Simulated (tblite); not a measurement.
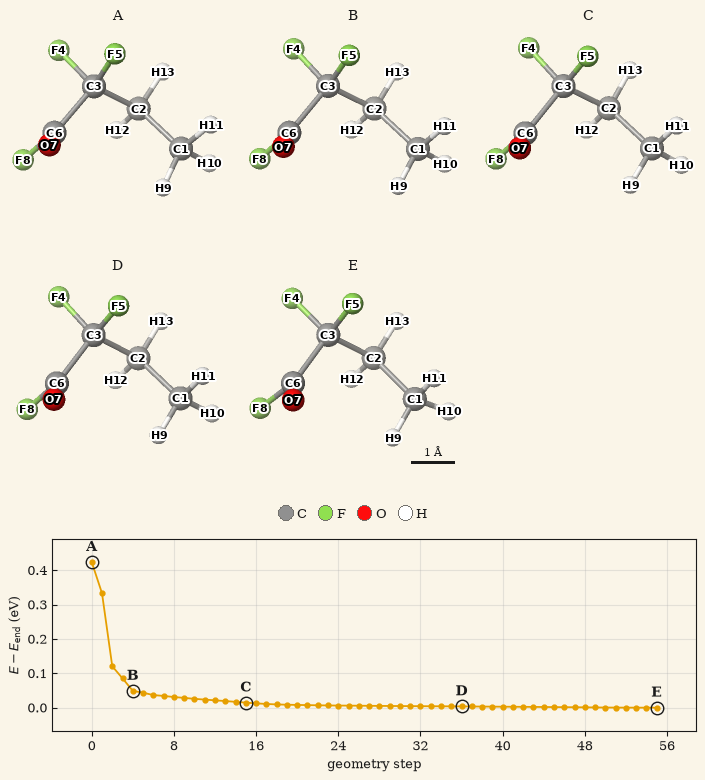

Frames of a relaxation of C4H5F3O, marked on the history of the run. Style: ball-and-stick. Shown at a tilt.

Method: GFN2-xTB geometry optimisation, gas phase in tblite. 

Describe the path.

Answer. The largest move after the best rigid fit is that of H11, 0.34 Å. By element the largest moves are H 0.34 Å, O 0.24 Å, F 0.14 Å, C 0.11 Å. Among the contacts that change: C6–O7 1.221 → 1.173 Å, C1–H10 1.132 → 1.086 Å, C1–C2 1.487 → 1.524 Å, C2–C3 1.497 → 1.528 Å. Among the angles between lasting bonds that change: C3–C6–O7 122.6° → 129.3°, C3–C6–F8 115.5° → 109.3°, H9–C1–H11 113.7° → 108.6°. The energy falls by 0.424 eV in 55 geometry steps. From step 0 to 4: F8 moves most (0.06 Å), energy −0.375 eV. From step 4 to 15: F5 moves most (0.09 Å), energy −0.034 eV. From step 15 to 36: H11 moves most (0.11 Å), energy −0.011 eV. From step 36 to 55: H11 moves most (0.12 Å), energy −0.004 eV.

```tsv
step	E − E(0), eV
0	0.0000
1	-0.0906
2	-0.3034
3	-0.3386
4	-0.3750
5	-0.3803
6	-0.3872
7	-0.3896
8	-0.3929
9	-0.3954
10	-0.3981
12	-0.4025
15	-0.4092
17	-0.4131
19	-0.4153
22	-0.4169
24	-0.4177
27	-0.4185
29	-0.4189
31	-0.4193
34	-0.4198
36	-0.4202
38	-0.4206
41	-0.4212
43	-0.4216
46	-0.4224
48	-0.4229
50	-0.4234
53	-0.4238
55	-0.4239
```
